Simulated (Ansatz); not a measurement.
# CH4FNSSi: a spread of methods and bases

Aim: run CH4FNSSi under a spread of inputs, and see what each costs and gives.

Method: the settings change from run to run; program: Ansatz 0.2.0, Gaussian basis.

## Step 1: The relaxed structure

The structure was relaxed beforehand with PBE0-D4 in a triple-zeta def2 set.

9 atoms, charge 0, spin multiplicity 1.

Atoms are counted from 1 here; the program's logs count them from 0.

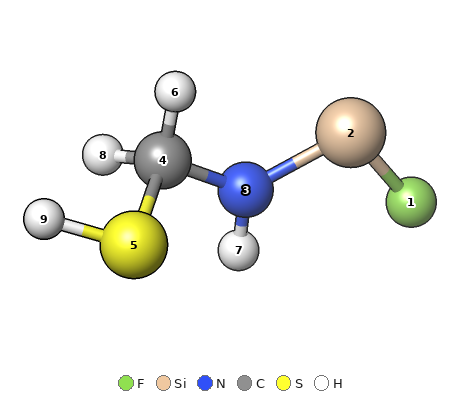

The structure; fluorine green, silicon light orange, nitrogen blue, carbon grey, sulfur yellow, hydrogen white; atoms are numbered from 1 in the order of the file.

## Step 2: r2SCANh/cc-pVTZ

Options: atoms shaken by 0.03 Å, D3(BJ) with three-body dispersion.

in.yaml

```yaml
crystal:
  periodic: [false, false, false]
  atoms:
    - {symbol: F, position_ang: [1.825877, 0.157498, -2.658670]}
    - {symbol: Si, position_ang: [0.666903, 0.948779, -1.844347]}
    - {symbol: N, position_ang: [0.304461, -0.219435, -0.635375]}
    - {symbol: C, position_ang: [-0.642557, 0.067058, 0.386011]}
    - {symbol: S, position_ang: [0.297095, 0.083619, 2.001344]}
    - {symbol: H, position_ang: [-1.099843, 0.961059, 0.212186]}
    - {symbol: H, position_ang: [0.745390, -1.133909, -0.658002]}
    - {symbol: H, position_ang: [-1.320502, -0.755979, 0.426714]}
    - {symbol: H, position_ang: [-0.791095, -0.111623, 2.812946]}
basis:
  gaussian: {orbitals: cc-pVTZ}
hamiltonian: {xc: {name: r2SCANh}, dispersion: d3bjatm}
output: {forces: true}
```

Launch:

```
> ansatz run in.yaml --threads 4 --pin off --events-out ev --progress --plain --max-ram 10444MiB
```

The log of the run, cut to the lines that bear on the results:

```text
Functional definition: r2SCANh
  name "r2SCANh"
  cite "Bursch, Neugebauer, Ehlert & Grimme, J. Chem. Phys. 156, 134105 (2022) doi:10.1063/5.0086040"
  cite "Furness, Kaplan, Ning, Perdew & Sun, J. Phys. Chem. Lett. 11, 8208 (2020) doi:10.1021/acs.jpclett.0c02405"
  cite "Furness, Kaplan, Ning, Perdew & Sun, J. Phys. Chem. Lett. 11, 9248 (2020) doi:10.1021/acs.jpclett.0c03077"
  parent r2scan
[...]
1268 factors; their error is unknown
[...]
mean field -24021.65673736 eV, -882.7796026343 hartree, gradient 5.7e-5 eV, S^2 0.000000; 0 other end points of the search recorded, 0 dependent functions left out
[...]
reference -24021.65674712 eV, -882.7796029930 hartree; 28, 28 occupied and 186, 186 virtual orbitals, 1268 factors
Total energy: -24021.72228177 eV, -882.7820113469 hartree
Atom 0 at     1.825877     0.157498    -2.658670 Å, force    -0.025395    -0.163329     0.015494 eV/Å
Atom 1 at     0.666903     0.948779    -1.844347 Å, force     0.033499     0.190603     0.035869 eV/Å
Atom 2 at     0.304461    -0.219435    -0.635375 Å, force     0.584215     0.491832    -1.208452 eV/Å
Atom 3 at    -0.642557     0.067058     0.386011 Å, force     2.125025    -3.011103     0.917791 eV/Å
Atom 4 at     0.297095     0.083619     2.001344 Å, force    -0.900511     0.050076     0.249549 eV/Å
Atom 5 at    -1.099843     0.961059     0.212186 Å, force    -1.271371     2.426035    -0.394484 eV/Å
Atom 6 at     0.745390    -1.133909    -0.658002 Å, force    -0.237778     0.147354     0.395538 eV/Å
Atom 7 at    -1.320502    -0.755979     0.426714 Å, force    -0.862045    -0.246401     0.331530 eV/Å
Atom 8 at    -0.791095    -0.111623     2.812946 Å, force     0.554361     0.114934    -0.342836 eV/Å
Dipole moment:    -0.462354    -0.262126     0.165099 e Å
```

Run time: 3.6 s. Hardware: 4 threads of Intel Xeon at 2.80GHz, shared host; peak memory 0.61 GiB.

Largest force 3.798 eV/Å, dipole 2.67 D.

## Step 3: wPBEh/def2-mTZVPP

Set apart from the defaults: multiplicity 3, relativity set to scalar.

in.yaml

```yaml
crystal:
  periodic: [false, false, false]
  atoms:
    - {symbol: F, position_ang: [1.817265, 0.094954, -2.678273]}
    - {symbol: Si, position_ang: [0.737734, 0.973842, -1.848587]}
    - {symbol: N, position_ang: [0.325312, -0.200117, -0.671675]}
    - {symbol: C, position_ang: [-0.604451, 0.028511, 0.391570]}
    - {symbol: S, position_ang: [0.286973, 0.069681, 1.990781]}
    - {symbol: H, position_ang: [-1.101053, 0.987986, 0.227043]}
    - {symbol: H, position_ang: [0.776148, -1.106622, -0.643768]}
    - {symbol: H, position_ang: [-1.365555, -0.752479, 0.442085]}
    - {symbol: H, position_ang: [-0.783873, -0.142058, 2.773725]}
basis:
  gaussian: {orbitals: def2-mTZVPP}
magnetization: {spin_polarized: true, initial_magnetization: 2}
hamiltonian: {xc: {name: wPBEh}, pseudopotentials: {relativity: scalar}}
```

The command is unchanged.

The log of the run, cut to the lines that bear on the results:

```text
Functional definition: wPBEh
  name "wPBEh"
  cite "Heyd, Scuseria & Ernzerhof, J. Chem. Phys. 118, 8207 (2003) doi:10.1063/1.1564060"
  cite "Krukau, Vydrov, Izmaylov & Scuseria, J. Chem. Phys. 125, 224106 (2006) doi:10.1063/1.2404663"
  cite "Heyd & Scuseria, J. Chem. Phys. 120, 7274 (2004) doi:10.1063/1.1668634"
  cite "Ernzerhof & Perdew, J. Chem. Phys. 109, 3313 (1998) doi:10.1063/1.476928"
  cite "Perdew, Burke & Ernzerhof, Phys. Rev. Lett. 77, 3865 (1996) doi:10.1103/PhysRevLett.77.3865"
  parent pbe
[...]
1245 factors; their error is unknown
107 factors; integrals over basis functions are off by at most 4.2e-7 eV
[...]
mean field -24055.83783427 eV, -884.0357347770 hartree, gradient 4.3e-5 eV, S^2 2.002497; 1 other end points of the search recorded, 0 dependent functions left out
reference -24055.83787394 eV, -884.0357362346 hartree; 29, 27 occupied and 112, 114 virtual orbitals, 1245 factors
Total energy: -24055.83787394 eV, -884.0357362346 hartree
Relativity: scalar
```

It took 2.7 s on 4 threads of Intel Xeon at 2.80GHz, shared host; peak memory 0.51 GiB.

⟨S²⟩ 2.002.

## Step 4: r2SCANh/6-31G*

Options: finite nuclei, D4 dispersion, relativity set to none.

in.yaml: that of step 3 with these lines changed.

```diff
@@ -13,4 +13,4 @@
 basis:
-  gaussian: {orbitals: def2-mTZVPP}
-magnetization: {spin_polarized: true, initial_magnetization: 2}
-hamiltonian: {xc: {name: wPBEh}, pseudopotentials: {relativity: scalar}}
+  gaussian: {orbitals: "6-31G*", nuclear_model: gaussian}
+hamiltonian: {xc: {name: r2SCANh}, dispersion: d4, pseudopotentials: {relativity: none}}
+output: {forces: true}
```

Same command.

The log of the run, cut to the lines that bear on the results:

```text
Functional definition: r2SCANh
  name "r2SCANh"
  cite "Bursch, Neugebauer, Ehlert & Grimme, J. Chem. Phys. 156, 134105 (2022) doi:10.1063/5.0086040"
  cite "Furness, Kaplan, Ning, Perdew & Sun, J. Phys. Chem. Lett. 11, 8208 (2020) doi:10.1021/acs.jpclett.0c02405"
  cite "Furness, Kaplan, Ning, Perdew & Sun, J. Phys. Chem. Lett. 11, 9248 (2020) doi:10.1021/acs.jpclett.0c03077"
  parent r2scan
[...]
870 factors; integrals over basis functions are off by at most 8.3e-4 eV
[...]
mean field -24017.64734840 eV, -882.6322603075 hartree, gradient 2.4e-5 eV, S^2 0.000000; 0 other end points of the search recorded, 0 dependent functions left out
[...]
reference -24017.64735693 eV, -882.6322606212 hartree; 28, 28 occupied and 63, 63 virtual orbitals, 870 factors
Total energy: -24017.70417572 eV, -882.6343486733 hartree
Atom 0 at     1.817265     0.094954    -2.678273 Å, force     0.100152    -0.109580    -0.060425 eV/Å
Atom 1 at     0.737734     0.973842    -1.848587 Å, force    -0.010401     0.372444    -0.185530 eV/Å
Atom 2 at     0.325312    -0.200117    -0.671675 Å, force    -0.069110    -0.089429     0.060409 eV/Å
Atom 3 at    -0.604451     0.028511     0.391570 Å, force    -0.176249     0.016536    -0.007957 eV/Å
Atom 4 at     0.286973     0.069681     1.990781 Å, force     0.246578     0.018558     0.210764 eV/Å
Atom 5 at    -1.101053     0.987986     0.227043 Å, force    -0.027588     0.037398    -0.057206 eV/Å
Atom 6 at     0.776148    -1.106622    -0.643768 Å, force     0.078916    -0.166164     0.021757 eV/Å
Atom 7 at    -1.365555    -0.752479     0.442085 Å, force    -0.068341    -0.066130    -0.039504 eV/Å
Atom 8 at    -0.783873    -0.142058     2.773725 Å, force    -0.073958    -0.013632     0.057691 eV/Å
Dipole moment:    -0.472382    -0.267722     0.183043 e Å
```

Wall time 1.6 s (4 threads of Intel Xeon at 2.80GHz, shared host).

Largest force 0.416 eV/Å, dipole 2.75 D.

## Step 5: wB97X/6-31++G**

Set apart from the defaults: charge -1, multiplicity 2, coordinates scaled by 1.12.

in.yaml

```yaml
crystal:
  periodic: [false, false, false]
  atoms:
    - {symbol: F, position_ang: [2.035337, 0.106349, -2.999665]}
    - {symbol: Si, position_ang: [0.826262, 1.090703, -2.070417]}
    - {symbol: N, position_ang: [0.364349, -0.224131, -0.752276]}
    - {symbol: C, position_ang: [-0.676985, 0.031933, 0.438559]}
    - {symbol: S, position_ang: [0.321409, 0.078043, 2.229674]}
    - {symbol: H, position_ang: [-1.233179, 1.106544, 0.254288]}
    - {symbol: H, position_ang: [0.869286, -1.239416, -0.721020]}
    - {symbol: H, position_ang: [-1.529422, -0.842776, 0.495135]}
    - {symbol: H, position_ang: [-0.877938, -0.159104, 3.106572]}
basis:
  gaussian: {orbitals: "6-31++G**"}
total_charge: -1
magnetization: {spin_polarized: true, initial_magnetization: 1}
hamiltonian: {xc: {name: wB97X}}
output: {forces: true}
```

Same command.

The log of the run, cut to the lines that bear on the results:

```text
Functional definition: wB97X
  name "wB97X"
  cite "Chai & Head-Gordon, J. Chem. Phys. 128, 084106 (2008) doi:10.1063/1.2834918"
  cite "Becke, J. Chem. Phys. 107, 8554 (1997) doi:10.1063/1.475007"
[...]
  # The coefficients of nought are those of the uniform gas.
[...]
      + exact_x_lr(omega)
[...]
      + integral(e_c_pw_opposite_spin*poly(b97_u_opposite, 1, cos1, cos2, cos3, cos4))
1108 factors; integrals over basis functions are off by at most 9.5e-4 eV
317 factors; integrals over basis functions are off by at most 2.4e-5 eV
[...]
mean field -24019.39878455 eV, -882.6966243988 hartree, gradient 5.2e-5 eV, S^2 0.757678; 2 other end points of the search recorded, 0 dependent functions left out
[...]
reference -24019.39873664 eV, -882.6966226384 hartree; 29, 28 occupied and 98, 99 virtual orbitals, 1108 factors
Total energy: -24019.39873664 eV, -882.6966226384 hartree
Atom 0 at     2.035337     0.106349    -2.999665 Å, force    -0.972754     0.491483     0.946235 eV/Å
Atom 1 at     0.826262     1.090703    -2.070417 Å, force     0.480401    -0.910431    -0.026713 eV/Å
Atom 2 at     0.364349    -0.224131    -0.752276 Å, force    -1.117033    -1.959569     2.760870 eV/Å
Atom 3 at    -0.676985     0.031933     0.438559 Å, force     0.660415    -0.367684    -2.436199 eV/Å
Atom 4 at     0.321409     0.078043     2.229674 Å, force    -3.488867    -0.497451    -0.292378 eV/Å
Atom 5 at    -1.233179     1.106544     0.254288 Å, force     1.685800    -2.759767     0.525578 eV/Å
Atom 6 at     0.869286    -1.239416    -0.721020 Å, force    -1.859434     3.383638     0.126028 eV/Å
Atom 7 at    -1.529422    -0.842776     0.495135 Å, force     2.331104     2.157352     0.080205 eV/Å
Atom 8 at    -0.877938    -0.159104     3.106572 Å, force     2.280368     0.462431    -1.683626 eV/Å
Dipole moment:    -0.710379    -0.570370     1.267900 e Å
```

It took 8 s on 4 threads of Intel Xeon at 2.80GHz, shared host; peak memory 0.58 GiB.

Largest force 3.863 eV/Å, ⟨S²⟩ 0.758.

## Step 6: wB97X-V/aug-cc-pVTZ

Set apart from the defaults: a point charge of 2.00 e beside it.

in.yaml

```yaml
crystal:
  periodic: [false, false, false]
  atoms:
    - {symbol: F, position_ang: [1.817265, 0.094954, -2.678273]}
    - {symbol: Si, position_ang: [0.737734, 0.973842, -1.848587]}
    - {symbol: N, position_ang: [0.325312, -0.200117, -0.671675]}
    - {symbol: C, position_ang: [-0.604451, 0.028511, 0.391570]}
    - {symbol: S, position_ang: [0.286973, 0.069681, 1.990781]}
    - {symbol: H, position_ang: [-1.101053, 0.987986, 0.227043]}
    - {symbol: H, position_ang: [0.776148, -1.106622, -0.643768]}
    - {symbol: H, position_ang: [-1.365555, -0.752479, 0.442085]}
    - {symbol: H, position_ang: [-0.783873, -0.142058, 2.773725]}
basis:
  gaussian: {orbitals: aug-cc-pVTZ, point_charges: [{charge: 2.00, position_ang: [6.675, 0.870, -0.346]}]}
hamiltonian: {xc: {name: wB97X-V}}
```

The command is unchanged.

The log of the run, cut to the lines that bear on the results:

```text
Functional definition: wB97X-V
  name "wB97X-V"
  cite "Mardirossian & Head-Gordon, Phys. Chem. Chem. Phys. 16, 9904 (2014) doi:10.1039/C3CP54374A"
  cite "Becke, J. Chem. Phys. 107, 8554 (1997) doi:10.1063/1.475007"
  cite "Vydrov & Van Voorhis, J. Chem. Phys. 133, 244103 (2010) doi:10.1063/1.3521275"
[...]
      + integral(e_c_pw_opposite_spin*poly(b97_u_opposite, cos0, cos1)) + vv10(b, c)
1556 factors; their error is unknown
487 factors; integrals over basis functions are off by at most 2.8e-5 eV
[...]
mean field -24022.15438108 eV, -882.7978907036 hartree, gradient 5.0e-5 eV, S^2 0.000000; 0 other end points of the search recorded, 0 dependent functions left out
reference -24022.15437793 eV, -882.7978905880 hartree; 28, 28 occupied and 302, 302 virtual orbitals, 1556 factors
Total energy: -24022.15437793 eV, -882.7978905880 hartree
```

Wall time 9.5 s (4 threads of Intel Xeon at 2.80GHz, shared host); peak memory 1.2 GiB.

## Step 7: PBE-QIDH/def2-TZVP

in.yaml: that of step 6 with these lines changed.

```diff
@@ -13,3 +13,4 @@
 basis:
-  gaussian: {orbitals: aug-cc-pVTZ, point_charges: [{charge: 2.00, position_ang: [6.675, 0.870, -0.346]}]}
-hamiltonian: {xc: {name: wB97X-V}}
+  gaussian: {orbitals: def2-TZVP}
+hamiltonian: {xc: {name: PBE-QIDH}}
+output: {forces: true}
```

Launched as before.

The log of the run, cut to the lines that bear on the results:

```text
Functional definition: PBE-QIDH
  name "PBE-QIDH"
  cite "Brémond, Sancho-García, Pérez-Jiménez & Adamo, J. Chem. Phys. 141, 031101 (2014) doi:10.1063/1.4890314"
  cite "Perdew, Burke & Ernzerhof, Phys. Rev. Lett. 77, 3865 (1996) doi:10.1103/PhysRevLett.77.3865"
[...]
1245 factors; integrals over basis functions are off by at most 1.1e-3 eV
[...]
mean field -23999.03141137 eV, -881.9481372401 hartree, gradient 8.8e-6 eV, S^2 0.000000; 0 other end points of the search recorded, 0 dependent functions left out
13 core orbitals not correlated: weight in the atoms' cores, before any rotation towards them, 1.000 or more for the frozen orbitals, at most 0.000 for the correlated occupied ones
reference -23999.03142258 eV, -881.9481376521 hartree; 15, 15 occupied and 163, 163 virtual orbitals, 1245 factors
second order -27.29989219 eV of doubles, -0.00000000 eV of singles
[...]
Total energy: -24008.13138664 eV, -882.2825551632 hartree
Atom 0 at     1.817265     0.094954    -2.678273 Å, force    -0.205175     0.163999     0.160656 eV/Å
Atom 1 at     0.737734     0.973842    -1.848587 Å, force     0.148176    -0.300186    -0.016629 eV/Å
Atom 2 at     0.325312    -0.200117    -0.671675 Å, force     0.084453    -0.006911    -0.053680 eV/Å
Atom 3 at    -0.604451     0.028511     0.391570 Å, force    -0.054705     0.030133     0.100362 eV/Å
Atom 4 at     0.286973     0.069681     1.990781 Å, force    -0.250097    -0.042485    -0.070004 eV/Å
Atom 5 at    -1.101053     0.987986     0.227043 Å, force     0.073250    -0.130689     0.026217 eV/Å
Atom 6 at     0.776148    -1.106622    -0.643768 Å, force    -0.071124     0.146523    -0.008165 eV/Å
Atom 7 at    -1.365555    -0.752479     0.442085 Å, force     0.111933     0.102314    -0.016068 eV/Å
Atom 8 at    -0.783873    -0.142058     2.773725 Å, force     0.163287     0.037301    -0.122689 eV/Å
Dipole moment:    -0.462113    -0.210322     0.204072 e Å
```

It took 6.5 s on 4 threads of Intel Xeon at 2.80GHz, shared host; peak memory 0.64 GiB.

Largest force 0.335 eV/Å, dipole 2.63 D.

## Step 8: PBEsol/def2-TZVPD

This run has charge -1, multiplicity 2, coordinates scaled by 1.25, a point charge of 2.00 e beside it, high accuracy.

in.yaml

```yaml
crystal:
  periodic: [false, false, false]
  atoms:
    - {symbol: F, position_ang: [2.271582, 0.118693, -3.347841]}
    - {symbol: Si, position_ang: [0.922167, 1.217302, -2.310734]}
    - {symbol: N, position_ang: [0.406640, -0.250146, -0.839594]}
    - {symbol: C, position_ang: [-0.755563, 0.035639, 0.489463]}
    - {symbol: S, position_ang: [0.358716, 0.087101, 2.488476]}
    - {symbol: H, position_ang: [-1.376316, 1.234982, 0.283804]}
    - {symbol: H, position_ang: [0.970185, -1.383277, -0.804710]}
    - {symbol: H, position_ang: [-1.706944, -0.940598, 0.552606]}
    - {symbol: H, position_ang: [-0.979841, -0.177572, 3.467156]}
basis:
  gaussian: {orbitals: def2-TZVPD, point_charges: [{charge: 2.00, position_ang: [6.293, -0.347, -0.494]}]}
total_charge: -1
magnetization: {spin_polarized: true, initial_magnetization: 1}
hamiltonian: {xc: {name: PBEsol}}
accuracy: high
```

The command is unchanged.

The log of the run:

```text
Functional definition: PBEsol
  name "PBEsol"
  cite "Perdew et al., Phys. Rev. Lett. 100, 136406 (2008) doi:10.1103/PhysRevLett.100.136406"
  cite "Perdew, Burke & Ernzerhof, Phys. Rev. Lett. 77, 3865 (1996) doi:10.1103/PhysRevLett.77.3865"
  parent pbesol
  exchange = pbesol_x
  correlation = pbesol_c
3990 factors; integrals over basis functions are off by at most 2.1e-8 eV
mean field evaluation 1: about -23958.3891 eV, gradient 2.5e1 eV
mean field evaluation 2: about -23903.5343 eV, gradient 8.6e1 eV
mean field evaluation 4: about -23959.1330 eV, gradient 1.6e1 eV
mean field evaluation 8: about -23961.3126 eV, gradient 5.1e-1 eV
mean field evaluation 16: about -23961.3101 eV, gradient 4.4e-3 eV
mean field evaluation 32: about -23961.3101 eV, gradient 3.0e-7 eV
mean field -23961.31012458 eV, -880.5619055188 hartree, gradient 6.8e-8 eV, S^2 0.755702; 6 other end points of the search recorded, 0 dependent functions left out
reference -23961.31013016 eV, -880.5619057239 hartree; 29, 28 occupied and 210, 211 virtual orbitals, 3990 factors
Total energy: -23961.31013016 eV, -880.5619057239 hartree
```

It took 15 s on 4 threads of Intel Xeon at 2.80GHz, shared host; peak memory 1.6 GiB.

⟨S²⟩ 0.756.

## Step 9: CAM-B3LYP/def2-mTZVP

in.yaml

```yaml
crystal:
  periodic: [false, false, false]
  atoms:
    - {symbol: F, position_ang: [1.817265, 0.094954, -2.678273]}
    - {symbol: Si, position_ang: [0.737734, 0.973842, -1.848587]}
    - {symbol: N, position_ang: [0.325312, -0.200117, -0.671675]}
    - {symbol: C, position_ang: [-0.604451, 0.028511, 0.391570]}
    - {symbol: S, position_ang: [0.286973, 0.069681, 1.990781]}
    - {symbol: H, position_ang: [-1.101053, 0.987986, 0.227043]}
    - {symbol: H, position_ang: [0.776148, -1.106622, -0.643768]}
    - {symbol: H, position_ang: [-1.365555, -0.752479, 0.442085]}
    - {symbol: H, position_ang: [-0.783873, -0.142058, 2.773725]}
basis:
  gaussian: {orbitals: def2-mTZVP}
hamiltonian: {xc: {name: CAM-B3LYP}}
```

The command is unchanged.

The log of the run, cut to the lines that bear on the results:

```text
Functional definition: CAM-B3LYP
  name "CAM-B3LYP"
  cite "Yanai, Tew & Handy, Chem. Phys. Lett. 393, 51 (2004) doi:10.1016/j.cplett.2004.06.011"
  cite "Iikura, Tsuneda, Yanai & Hirao, J. Chem. Phys. 115, 3540 (2001) doi:10.1063/1.1383587"
  cite "Becke, Phys. Rev. A 38, 3098 (1988) doi:10.1103/PhysRevA.38.3098"
  cite "Lee, Yang & Parr, Phys. Rev. B 37, 785 (1988) doi:10.1103/PhysRevB.37.785"
  cite "Vosko, Wilk & Nusair, Can. J. Phys. 58, 1200 (1980) doi:10.1139/p80-159"
[...]
  # Exact exchange under (alpha + beta erf(omega r))/r, Becke's under what is left of 1/r.
[...]
1093 factors; their error is unknown
301 factors; integrals over basis functions are off by at most 8.2e-6 eV
[...]
mean field -24024.16864860 eV, -882.8719136696 hartree, gradient 6.4e-5 eV, S^2 0.000000; 0 other end points of the search recorded, 0 dependent functions left out
reference -24024.16877267 eV, -882.8719182290 hartree; 28, 28 occupied and 85, 85 virtual orbitals, 1093 factors
Total energy: -24024.16877267 eV, -882.8719182290 hartree
```

Run time: 1 s. Hardware: 4 threads of Intel Xeon at 2.80GHz, shared host; peak memory 0.29 GiB.

## Step 10: B97M-V/def2-TZVPD

in.yaml: that of step 9 with these lines changed.

```diff
@@ -13,3 +13,3 @@
 basis:
-  gaussian: {orbitals: def2-mTZVP}
-hamiltonian: {xc: {name: CAM-B3LYP}}
+  gaussian: {orbitals: def2-TZVPD}
+hamiltonian: {xc: {name: B97M-V}}
```

The command is unchanged.

The log of the run, cut to the lines that bear on the results:

```text
Functional definition: B97M-V
  name "B97M-V"
  cite "Mardirossian & Head-Gordon, J. Chem. Phys. 142, 074111 (2015) doi:10.1063/1.4907719"
  cite "Becke, J. Chem. Phys. 107, 8554 (1997) doi:10.1063/1.475007"
  cite "Vydrov & Van Voorhis, J. Chem. Phys. 133, 244103 (2010) doi:10.1063/1.3521275"
  # Of w^i u^j: cxij and so on, Table III.
[...]
  gx(w, u) = cx00 + cx01*u + cx02*u^2 + (cx10 + cx11*u)*w
  gss(w, u) = css00 + css02*u^2 + css10*w + (css32*w^3 + css42*w^4)*u^2
  gos(w, u) = cos00 + cos01*u + cos03*u^3 + cos10*w + cos32*w^3*u^2
[...]
      + integral(e_c_pw_mod_opposite_spin*gos(b97_w_opposite, b97_u_opposite)) + vv10(b, c)
1322 factors; their error is unknown
[...]
mean field -24020.44434836 eV, -882.7350481603 hartree, gradient 5.8e-5 eV, S^2 0.000000; 0 other end points of the search recorded, 0 dependent functions left out
reference -24020.44444393 eV, -882.7350516726 hartree; 28, 28 occupied and 211, 211 virtual orbitals, 1322 factors
Total energy: -24020.44444393 eV, -882.7350516726 hartree
```

It took 6.5 s on 4 threads of Intel Xeon at 2.80GHz, shared host; peak memory 0.44 GiB.

## Step 11: All runs side by side

```tsv
level	charge	multiplicity	geometry	functions	energy (eV)	time
r2SCANh/cc-pVTZ	0	1	shaken	214	-24021.722	3.6 s
wPBEh/def2-mTZVPP	0	3	relaxed	141	-24055.838	2.7 s
r2SCANh/6-31G*	0	1	relaxed	91	-24017.704	1.6 s
wB97X/6-31++G**	-1	2	scaled	127	-24019.399	8 s
wB97X-V/aug-cc-pVTZ	0	1	relaxed, point charge	330	-24022.154	9.5 s
PBE-QIDH/def2-TZVP	0	1	relaxed	191	-24008.131	6.5 s
PBEsol/def2-TZVPD	-1	2	scaled, point charge	239	-23961.310	15 s
CAM-B3LYP/def2-mTZVP	0	1	relaxed	113	-24024.169	1 s
B97M-V/def2-TZVPD	0	1	relaxed	239	-24020.444	6.5 s
```

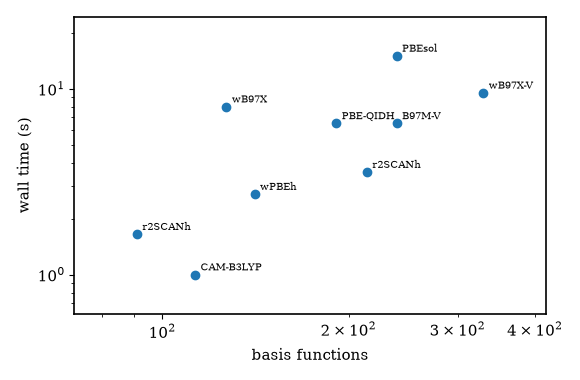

Wall time against the number of basis functions (shared host).

## Step 12: Outcome

```
                                         quantity                      value
                                             runs                          9
                                         quickest  CAM-B3LYP/def2-mTZVP, 1 s
                                          slowest    PBEsol/def2-TZVPD, 15 s
spread of total energies, same state and geometry                    16.0 eV
                  dipole, same state and geometry             2.63 to 2.75 D
```

In words: Run time spans a factor of 15, from CAM-B3LYP/def2-mTZVP to PBEsol/def2-TZVPD. The jobs differ in tasks and options as well as level. Total energies at one charge and spin differ by 16 eV between levels, so only differences within one level mean anything. At the PBE0-D4/def2-TZVP geometry and in the same state, the sound runs without point charges leave forces up to 0.42 eV/Å (r2SCANh/6-31G*), against 3.8 eV/Å where the atoms were moved.
